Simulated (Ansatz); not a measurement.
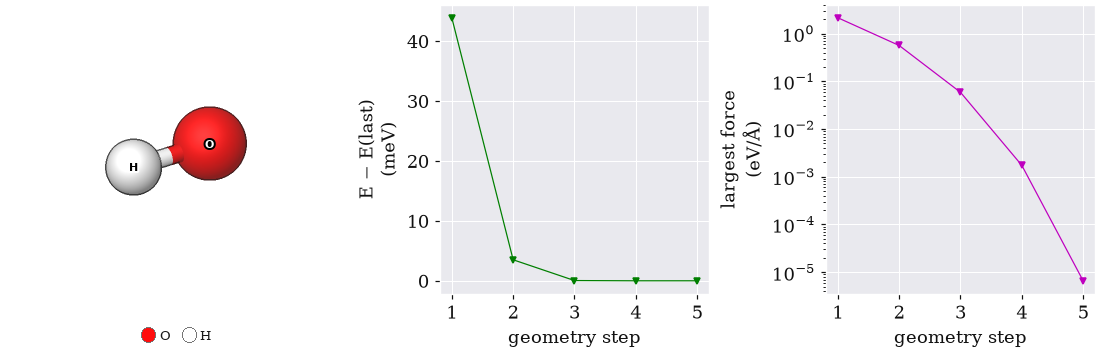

Beside the plot: the molecule at the start.

History of a geometry optimisation.

- system: HO (charge −1)
- method: PBE0/def2-SVP, Gaussian basis in Ansatz development build ahead of 0.2.0

> How did it end, and what did it gain?

The optimisation met its thresholds at geometry 5, counting the start as the first. The energy fell by about 44 meV from the first step to the last. The largest force goes from about 2.2 eV/Å at the start to 7 × 10⁻⁶ eV/Å at the end.
